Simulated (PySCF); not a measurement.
# C₃H₂F₃OS−: a tour of settings

Aim: see how C₃H₂F₃OS− (`C=C([S-])OC(F)(F)F`) answers to the choice of functional, basis, grid and SCF options, and what happens with inputs that are wrong on purpose.

Programs: PySCF 2.14.0, with density-fitted response routines of our own. Each step states its level of theory. These are calculated values for one molecule in the gas phase, unless marked as measured. Atoms are numbered from 0 throughout.

### 1 The molecule as given

10 atoms, charge -1, multiplicity 1; geometry from: GFN2-xTB.

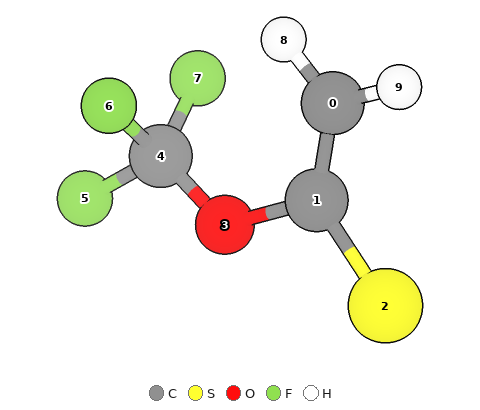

The starting geometry (carbon grey, sulfur yellow, oxygen red, fluorine green, hydrogen white), atoms numbered.

### 2 NMR shieldings: PBE0/pcSseg-1

Job settings and geometry (Å):

```
{"job": {"kind": "nmr", "xc": "PBE0", "basis": "pcSseg-1"}, "charge": -1, "multiplicity": 1}
C     -1.021429     0.495655     0.877400
C     -0.782289     0.821865    -0.396391
S     -1.558726     1.922493    -1.376624
O      0.331626     0.145209    -1.127432
C      1.069424    -0.736266    -0.577217
F      1.999914    -1.189609    -1.455428
F      1.806103    -0.339306     0.500423
F      0.453150    -1.873081    -0.141846
H     -0.462175    -0.234613     1.433593
H     -1.826714     0.992307     1.384811
```

Level: GIAO PBE0/pcSseg-1 NMR shielding, non-relativistic, gas phase.

On the command line:

```sh
OMP_NUM_THREADS=1 python probes_run.py task.json out
```

The driver reads the jobs from task.json and runs them one after another.

Log:

```text
coarse grid: 10472 points
cycle   1  E = -887.5253704369  dE =  1.350e+00  |g| = 1.072e+00  |ddm| = 3.004e+00
cycle   2  E = -887.3679406675  dE =  1.574e-01  |g| = 1.511e+00  |ddm| = 1.540e+00
cycle   3  E = -887.7345176139  dE = -3.666e-01  |g| = 9.603e-02  |ddm| = 8.522e-01
cycle   4  E = -887.7361725408  dE = -1.655e-03  |g| = 5.379e-02  |ddm| = 1.548e-01
cycle   5  E = -887.7368049881  dE = -6.324e-04  |g| = 1.788e-02  |ddm| = 7.179e-02
cycle   6  E = -887.7368838036  dE = -7.882e-05  |g| = 2.640e-03  |ddm| = 2.345e-02
cycle   7  E = -887.7368848386  dE = -1.035e-06  |g| = 1.063e-03  |ddm| = 2.976e-03
final grid: 102136 points
cycle   8  E = -887.8177907809  dE = -3.645e-05  |g| = 1.111e-02  |ddm| = 2.376e-02
cycle   9  E = -887.8177574111  dE =  3.337e-05  |g| = 1.672e-02  |ddm| = 1.956e-02
cycle  10  E = -887.8178140206  dE = -5.661e-05  |g| = 1.169e-03  |ddm| = 1.399e-02
cycle  11  E = -887.8178143353  dE = -3.147e-07  |g| = 4.390e-04  |ddm| = 1.588e-03
cycle  12  E = -887.8178143713  dE = -3.605e-08  |g| = 9.990e-05  |ddm| = 3.833e-04
cycle  13  E = -887.8178143733  dE = -1.952e-09  |g| = 5.289e-05  |ddm| = 1.817e-04
cycle  14  E = -887.8178143739  dE = -6.305e-10  |g| = 7.108e-06  |ddm| = 5.123e-05
converged SCF energy = -887.8178143739

GIAO shielding tensors (ppm)
atom      isotropic    diamagn.    paramagn.     s11        s22        s33       span
  0 C      110.796     255.970    -145.174     30.654    147.078    154.656    124.002
  1 C        0.381     250.245    -249.864   -112.737     26.600     87.280    200.017
  2 S      525.410    1056.634    -531.224    393.950    488.912    693.368    299.418
  3 O      132.766     400.833    -268.068     84.644    133.922    179.730     95.086
  4 C       58.293     237.131    -178.837     46.535     48.723     79.622     33.087
  5 F      235.245     470.888    -235.643    160.716    172.974    372.045    211.330
  6 F      238.825     475.944    -237.119    148.019    206.716    361.739    213.720
  7 F      238.789     475.817    -237.028    147.968    206.762    361.638    213.670
  8 H       28.009      33.398      -5.389     24.382     25.936     33.708      9.326
  9 H       27.894      31.026      -3.133     24.322     28.209     31.150      6.828
```

It took 18 s on 1 thread of Intel Xeon Platinum 8488C, shared host; peak memory 0.7 GiB.

The references, computed at this level on geometries of the same kind, shield at (ppm): ¹H TMS 31.72, ¹³C TMS 186.9, ¹⁹F CFCl3 170.9, ¹⁷O H2O 336.1, ³³S CS2 504. Their shielding less the atom's gives the shift. The references are single molecules in the gas phase, so shifts against H2O, NH3, PH3, H3PO4 or CFCl3 are not on the usual liquid scales and can be off by tens of ppm. Atoms listed in one row are averaged.

```csv
atoms,environment,σ (ppm),δ (ppm)
C1,alkene carbon bearing oxygen,0.4,186.5
C4,CF3 carbon,58.3,128.6
C0,β carbon of an enol-ether or enamine type C=C,110.8,76.1
H9,hydrogen on a β carbon of an enol-ether or enamine type C=C,27.89,3.82
H8,hydrogen on a β carbon of an enol-ether or enamine type C=C,28.01,3.71
S2,sulfur bonded to C,525,-22
O3,ether oxygen,132.8,203.3
"F5, F6, F7",fluorine of an OCF3 group,237.6,-66.7
```

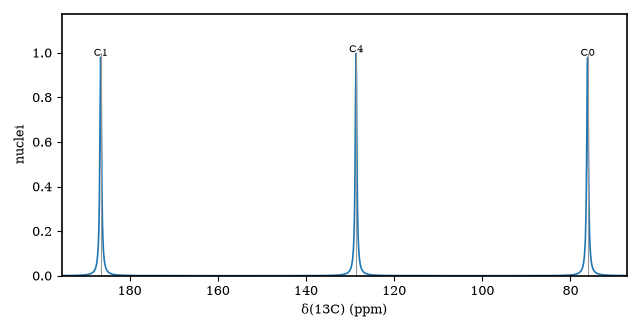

¹³C lines at the computed shifts, without couplings. Lines are broadened to a width of 0.44 ppm (Lorentzian).

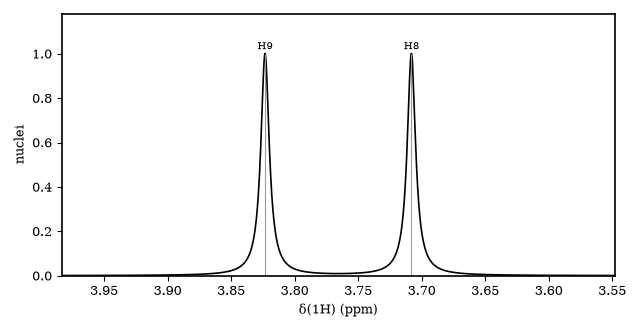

¹H lines at the computed shifts, without couplings. Lines are broadened to a width of 0.01 ppm (Lorentzian).

The run also stored atomic charges by several schemes (e):

```csv
atoms,Mulliken,IAO,Hirshfeld,ESP fit
C0,-0.25,-0.50,-0.24,-0.62
C1,-0.03,0.07,0.01,0.25
S2,-0.47,-0.48,-0.51,-0.62
O3,-0.45,-0.34,-0.15,-0.42
C4,0.94,0.93,0.30,1.00
"F5, F6, F7",-0.31,-0.32,-0.14,-0.31
```

ESP fit charges:

```csv
atom,value (e)
C0,-0.62
C1,0.25
S2,-0.62
O3,-0.42
C4,1.00
F5,-0.32
F6,-0.30
F7,-0.30
H8,0.17
H9,0.17
```

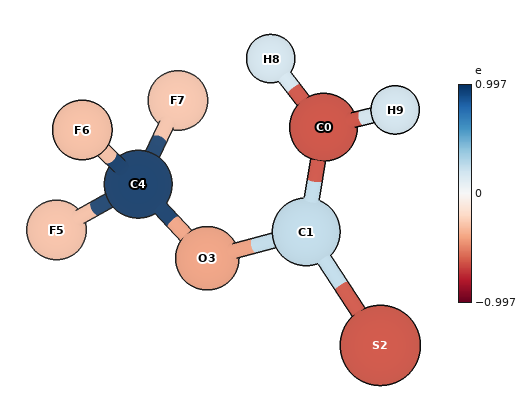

ESP fit charges, as colours on the atoms.

Mayer bond orders: C0–C1 1.74, C1–S2 1.39, C1–O3 0.72, O3–C4 1.27, C4–F5 0.99, C4–F6 0.96, C4–F7 0.96.

### 3 Ultraviolet spectrum: PBE0/def2-SVPD

Settings changed since step 2:

```diff
@@ -1,2 +1,2 @@
-{"job": {"kind": "nmr", "xc": "PBE0", "basis": "pcSseg-1"}, "charge": -1, "multiplicity": 1}
+{"job": {"kind": "uv", "xc": "PBE0", "basis": "def2-SVPD", "nstates": 6, "ntriplets": 2}, "charge": -1, "multiplicity": 1}
 C     -1.021429     0.495655     0.877400
```

With the program's defaults for keys left out, this is: TDDFT PBE0/def2-SVPD, vertical, gas phase, core orbitals frozen in the response.

Log:

```text
coarse grid: 10472 points
cycle   1  E = -887.1082554956  dE =  1.294e+00  |g| = 1.016e+00  |ddm| = 5.184e+00
cycle   2  E = -886.9573376959  dE =  1.509e-01  |g| = 1.424e+00  |ddm| = 2.697e+00
cycle   3  E = -887.3102045843  dE = -3.529e-01  |g| = 8.703e-02  |ddm| = 1.505e+00
cycle   4  E = -887.3115702104  dE = -1.366e-03  |g| = 4.939e-02  |ddm| = 2.989e-01
cycle   5  E = -887.3121736500  dE = -6.034e-04  |g| = 1.470e-02  |ddm| = 1.304e-01
cycle   6  E = -887.3122358840  dE = -6.223e-05  |g| = 2.298e-03  |ddm| = 3.046e-02
cycle   7  E = -887.3122372418  dE = -1.358e-06  |g| = 6.809e-04  |ddm| = 4.903e-03
final grid: 102136 points
cycle   8  E = -887.4208463279  dE = -3.284e-05  |g| = 1.037e-02  |ddm| = 8.857e-02
cycle   9  E = -887.4208174776  dE =  2.885e-05  |g| = 1.535e-02  |ddm| = 3.189e-02
cycle  10  E = -887.4208678167  dE = -5.034e-05  |g| = 1.196e-03  |ddm| = 2.404e-02
cycle  11  E = -887.4208681871  dE = -3.704e-07  |g| = 3.932e-04  |ddm| = 3.415e-03
cycle  12  E = -887.4208682185  dE = -3.140e-08  |g| = 1.049e-04  |ddm| = 6.581e-04
cycle  13  E = -887.4208682208  dE = -2.278e-09  |g| = 5.287e-05  |ddm| = 4.020e-04
cycle  14  E = -887.4208682215  dE = -6.753e-10  |g| = 9.152e-06  |ddm| = 1.020e-04
converged SCF energy = -887.4208682215

Static polarisability (au): isotropic 81.454, principal 60.852 79.827 103.683

Singlet excitations
state   eV       nm        f      main configurations
  1   4.2886    289.1   0.00049   H->L 0.89, H->L+2 0.09
  2   4.4902    276.1   0.00027   H-1->L+1 0.97
  3   4.5477    272.6   0.19751   H->L+1 0.94
  4   4.7969    258.5   0.00589   H->L+2 0.57, H->L+3 0.32
  5   4.8505    255.6   0.00962   H->L+3 0.67, H->L+2 0.25
  6   4.9105    252.5   0.04085   H-1->L 0.92

Triplet excitations (Tamm-Dancoff, eV): 3.2874 4.2147
```

Wall time 27 s (1 thread of Intel Xeon Platinum 8488C, shared host); peak memory 0.79 GiB.

The orbitals next to the gap, with their largest atomic shares:

```csv
orbital,eV,atoms
HOMO−3,-5.55,"S2 58 %, C1 20 %, C0 9 %"
HOMO−2,-4.04,"C1 30 %, C0 22 %, S2 20 %"
HOMO−1,-1.50,"S2 77 %, C1 13 %, O3 5 %"
HOMO,-0.96,"S2 55 %, C0 23 %, C1 17 %"
LUMO,4.22,"C4 19 %, F5 13 %, F7 13 %"
LUMO+1,4.43,"S2 30 %, C1 26 %, C0 18 %"
LUMO+2,4.84,"S2 37 %, H9 16 %, C0 14 %"
```

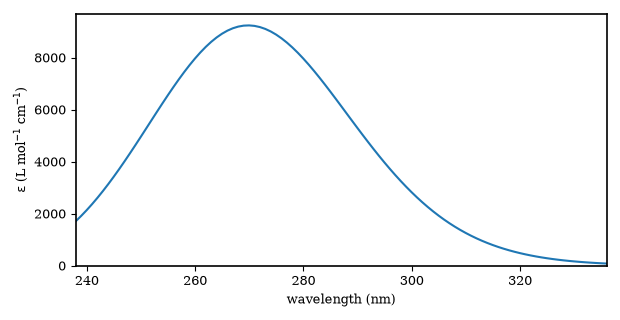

Absorption spectrum: each of the 6 states is a Gaussian band of 0.4 eV half-width at 1/e. Beyond the last state computed it falls off for lack of states.

Further results of this job:

```csv
property,computed
polarisability (Å³),12.07
HOMO–LUMO gap (eV),5.19
−ε(HOMO) (eV),0.96
```

### 4 NMR shieldings: CAM-B3LYP/pcSseg-1

Settings changed since step 3:

```diff
@@ -1,2 +1,2 @@
-{"job": {"kind": "uv", "xc": "PBE0", "basis": "def2-SVPD", "nstates": 6, "ntriplets": 2}, "charge": -1, "multiplicity": 1}
+{"job": {"kind": "nmr", "xc": "CAM-B3LYP", "basis": "pcSseg-1", "pop": true}, "charge": -1, "multiplicity": 1}
 C     -1.021429     0.495655     0.877400
```

Level: GIAO CAM-B3LYP/pcSseg-1 NMR shielding, non-relativistic, gas phase.

Log:

```text
coarse grid: 10472 points
cycle   1  E = -887.9863007239  dE =  1.435e+00  |g| = 1.166e+00  |ddm| = 2.933e+00
cycle   2  E = -887.9210563926  dE =  6.524e-02  |g| = 1.435e+00  |ddm| = 1.474e+00
cycle   3  E = -888.2360857507  dE = -3.150e-01  |g| = 7.498e-02  |ddm| = 7.328e-01
cycle   4  E = -888.2371303886  dE = -1.045e-03  |g| = 3.898e-02  |ddm| = 9.323e-02
cycle   5  E = -888.2373980342  dE = -2.676e-04  |g| = 1.038e-02  |ddm| = 3.388e-02
cycle   6  E = -888.2374177368  dE = -1.970e-05  |g| = 3.653e-03  |ddm| = 1.183e-02
cycle   7  E = -888.2374202126  dE = -2.476e-06  |g| = 8.787e-04  |ddm| = 3.685e-03
final grid: 102136 points
cycle   8  E = -888.3209314464  dE = -2.565e-05  |g| = 5.182e-03  |ddm| = 1.303e-02
cycle   9  E = -888.3209305487  dE =  8.977e-07  |g| = 5.808e-03  |ddm| = 5.542e-03
cycle  10  E = -888.3209357208  dE = -5.172e-06  |g| = 3.376e-04  |ddm| = 3.051e-03
cycle  11  E = -888.3209357419  dE = -2.106e-08  |g| = 1.667e-04  |ddm| = 4.711e-04
cycle  12  E = -888.3209357472  dE = -5.276e-09  |g| = 4.875e-05  |ddm| = 1.662e-04
cycle  13  E = -888.3209357476  dE = -3.965e-10  |g| = 1.610e-05  |ddm| = 4.184e-05
converged SCF energy = -888.3209357476

GIAO shielding tensors (ppm)
atom      isotropic    diamagn.    paramagn.     s11        s22        s33       span
  0 C      107.308     255.704    -148.396     22.797    145.411    153.716    130.918
  1 C      -10.411     249.941    -260.352   -133.187     21.701     80.253    213.440
  2 S      516.154    1056.969    -540.815    375.792    464.604    708.065    332.274
  3 O      134.447     402.027    -267.581     88.074    133.117    182.148     94.074
  4 C       53.726     236.736    -183.010     41.478     43.664     76.036     34.559
  5 F      234.181     471.707    -237.526    157.627    171.118    373.798    216.171
  6 F      238.331     476.984    -238.654    146.258    206.079    362.655    216.398
  7 F      238.288     476.855    -238.567    146.194    206.110    362.562    216.368
  8 H       28.170      33.786      -5.616     24.612     26.106     33.791      9.179
  9 H       27.999      31.117      -3.118     24.421     28.352     31.224      6.804
```

It took 23 s on 1 thread of Intel Xeon Platinum 8488C, shared host; peak memory 0.77 GiB.

This run: σ C1 -10.4, C4 53.7, C0 107.3, S2 516, H9 28.00, H8 28.17 ppm.

### 5 Indirect couplings: OPBE/pcX-1

Job settings and geometry (Å):

```
{"job": {"kind": "j", "xc": "OPBE", "basis": "pcX-1", "scf": {"max_cycle": 94}}, "charge": -1, "multiplicity": 1}
C     -1.052072     0.510525     0.903722
C     -0.805758     0.846521    -0.408283
S     -1.605488     1.980168    -1.417923
O      0.341575     0.149565    -1.161255
C      1.101507    -0.758354    -0.594534
F      2.059911    -1.225297    -1.499091
F      1.860286    -0.349485     0.515436
F      0.466744    -1.929273    -0.146101
H     -0.476040    -0.241651     1.476601
H     -1.881515     1.022076     1.426355
```

Method: OPBE/pcX-1.

Log:

```text
KeyError: 'Element h (Z=1) not found in basis pcX-1 version 1'
```

It took 0.02 s on 1 thread of Intel Xeon Platinum 8488C, shared host.

Why it failed: The basis pcX-1 has no functions for an element of the molecule, so the input was refused before any integral. The remedy is to choose a basis that covers all elements.

### 6 Shielding tensors: LDA/3-21G

Job settings and geometry (Å):

```
{"job": {"kind": "nmr", "xc": "LDA", "basis": "3-21G", "pop": false, "grid": 0, "scf": {"diis": false, "max_cycle": 98}}, "charge": -1, "multiplicity": 1}
C     -1.021429     0.495655     0.877400
C     -0.782289     0.821865    -0.396391
S     -1.558726     1.922493    -1.376624
O      0.331626     0.145209    -1.127432
C      1.069424    -0.736266    -0.577217
F      1.999914    -1.189609    -1.455428
F      1.806103    -0.339306     0.500423
F      0.453150    -1.873081    -0.141846
H     -0.462175    -0.234613     1.433593
H     -1.826714     0.992307     1.384811
```

Level: GIAO LDA/3-21G NMR shielding, non-relativistic, gas phase.

Log:

```text
final grid: 10472 points
cycle   1  E = -878.6680278390  dE =  9.191e-01  |g| = 1.100e+00  |ddm| = 3.617e+00
cycle   2  E = -878.1706828565  dE =  4.973e-01  |g| = 1.997e+00  |ddm| = 2.515e+00
cycle   3  E = -877.3805785793  dE =  7.901e-01  |g| = 2.735e+00  |ddm| = 3.599e+00
cycle   4  E = -872.6862166640  dE =  4.694e+00  |g| = 5.292e+00  |ddm| = 6.836e+00
cycle   5  E = -865.4834309125  dE =  7.203e+00  |g| = 6.262e+00  |ddm| = 1.427e+01
cycle   6  E = -839.5365453674  dE =  2.595e+01  |g| = 1.114e+01  |ddm| = 1.894e+01
cycle   7  E = -830.7837984098  dE =  8.753e+00  |g| = 7.883e+00  |ddm| = 4.603e+01
cycle   8  E = -787.7396554444  dE =  4.304e+01  |g| = 1.386e+01  |ddm| = 5.109e+01
cycle   9  E = -826.4937985949  dE = -3.875e+01  |g| = 9.908e+00  |ddm| = 4.081e+01
cycle  10  E = -779.3733400557  dE =  4.712e+01  |g| = 1.415e+01  |ddm| = 4.538e+01
[... 78 cycles left out ...]
cycle  89  E = -465.5980745414  dE =  1.371e+02  |g| = 1.171e+01  |ddm| = 1.454e+02
cycle  90  E = -602.7277575378  dE = -1.371e+02  |g| = 6.350e+00  |ddm| = 1.454e+02
cycle  91  E = -465.5980745414  dE =  1.371e+02  |g| = 1.171e+01  |ddm| = 1.454e+02
cycle  92  E = -602.7277575378  dE = -1.371e+02  |g| = 6.350e+00  |ddm| = 1.454e+02
cycle  93  E = -465.5980745414  dE =  1.371e+02  |g| = 1.171e+01  |ddm| = 1.454e+02
cycle  94  E = -602.7277575378  dE = -1.371e+02  |g| = 6.350e+00  |ddm| = 1.454e+02
cycle  95  E = -465.5980745414  dE =  1.371e+02  |g| = 1.171e+01  |ddm| = 1.454e+02
cycle  96  E = -602.7277575378  dE = -1.371e+02  |g| = 6.350e+00  |ddm| = 1.454e+02
cycle  97  E = -465.5980745414  dE =  1.371e+02  |g| = 1.171e+01  |ddm| = 1.454e+02
cycle  98  E = -602.7277575378  dE = -1.371e+02  |g| = 6.350e+00  |ddm| = 1.454e+02
SCF not converged, last energy = -602.7277575378
```

Run time: 18 s. Hardware: 1 thread of Intel Xeon Platinum 8488C, shared host.

**What went wrong.** The SCF swings between two densities 137.13 Eh apart: plain iteration without DIIS overshoots. Cure: turn DIIS on. Numbers printed on the way are no properties of the molecule.

### 7 Comparing the runs: NMR shifts

Shifts (ppm), means over like atoms, with basis size and wall time:

```csv
run,C1,C4,C0,H9,H8,O3,F5,functions,time
PBE0/pcSseg-1,186.5,128.6,76.1,3.82,3.71,203.3,-66.7,153,18 s
CAM-B3LYP/pcSseg-1,195.5,131.4,77.8,3.78,3.61,205.7,-53.7,153,23 s
```

### 8 What came out

| quantity | value |
| --- | --- |
| ¹³C shifts against TMS (PBE0/pcSseg-1) | 186.5, 128.6, 76.1 ppm |
| ¹H shifts against TMS (PBE0/pcSseg-1) | 3.82, 3.71 ppm |
| ³³S shifts against CS2 (PBE0/pcSseg-1) | -22 ppm |
| ¹⁷O shifts against H2O (PBE0/pcSseg-1) | 203.3 ppm |
| ¹⁹F shifts against CFCl3 (PBE0/pcSseg-1, means over atoms taken as alike) | -66.7 ppm |
| lowest singlet (PBE0/def2-SVPD) | 4.29 eV (289 nm), f = 0.000 |
| brightest single state of those computed | state 3, 4.55 eV, f = 0.198 |
| lowest triplet | 3.29 eV |
| range of the shift of F5 | -66.7 to -53.7 ppm |
| property runs in this session | 5, of which 2 failed and 0 gave unsound results |

What this shows: Single values in the summary come from the first run of each kind that ended normally (PBE0/pcSseg-1; PBE0/def2-SVPD), which need not be the best level. At PBE0/pcSseg-1: The largest span, 299 ppm, is at S2, where the paramagnetic term is -531 ppm. The first singlet state (HOMO→LUMO 0.89, HOMO→LUMO+2 0.09) lies at 4.29 eV and is dark; of the 6 states computed, the strongest absorption comes from state 3 at 4.55 eV. The lowest triplet lies 1.00 eV below the lowest singlet (triplets in Tamm-Dancoff, singlets in full TDDFT). The lowest singlet lies above −ε(HOMO); no detachment energy was computed, so the anion's states may not be bound. Among the atoms with a shift in every run: In ppm, F5 (with its like atoms) moves most: its shift spreads over 13.0 ppm, from -66.7 (PBE0/pcSseg-1) to -53.7 (CAM-B3LYP/pcSseg-1). Most of that comes from the computed reference, not from the atom's own shielding.
